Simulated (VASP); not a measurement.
Band structure of TiO2 (rutile). Method: PBEsol GGA, VASP's PBE PAW potentials (set 64) (plane waves; VASP).

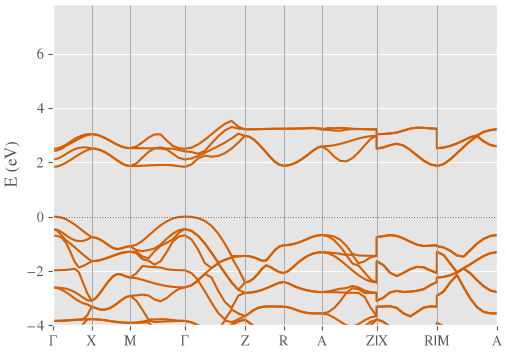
Fig. 1. Bands along high-symmetry lines, zero at the valence-band maximum or, without a gap, the Fermi level

Q: Read the plot: is there a gap, and where are the band edges?

A: The gap is direct, 1.83 eV, from the valence maximum at Γ to the conduction minimum at Γ. (Edges off the drawn lines would not show.)

The compound is TiO2 in the rutile structure. It was relaxed first.
